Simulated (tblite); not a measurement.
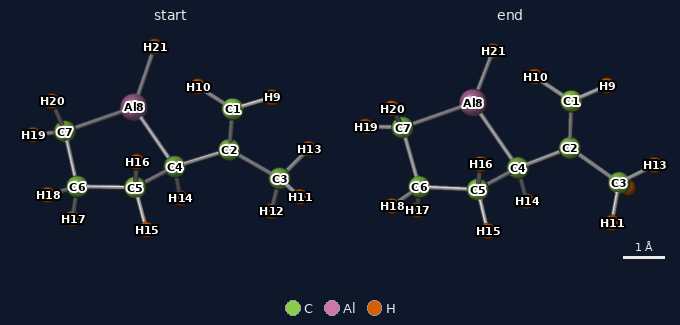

The structure of C7H13Al before (left) and after (right) a relaxation, at one scale.

The picture is a ball-and-stick view, seen face on.

All numbers below come from tblite, GFN2-xTB geometry optimisation, gas phase. 

### Summarise the run.

The largest move after the best rigid fit is that of H13, 1.22 Å. By element the largest moves are H 1.22 Å, C 0.36 Å, Al 0.33 Å. Among the contacts that change: C1–Al8 3.400 → 2.994 Å, Al8–H21 1.600 → 1.539 Å, C7–Al8 1.966 → 2.001 Å, C3–H11 1.120 → 1.090 Å. Among the angles between lasting bonds that change: Al8–C4–H14 104.6° → 123.4°, C7–Al8–H21 120.4° → 135.2°, Al8–C7–H19 110.9° → 120.6°. Groups turn about C2–C3 by about 60°. Over 141 geometry steps the energy falls by 18.6 kcal/mol. Cost: 2 s on 1 thread of Arm Neoverse N1, on a shared host.
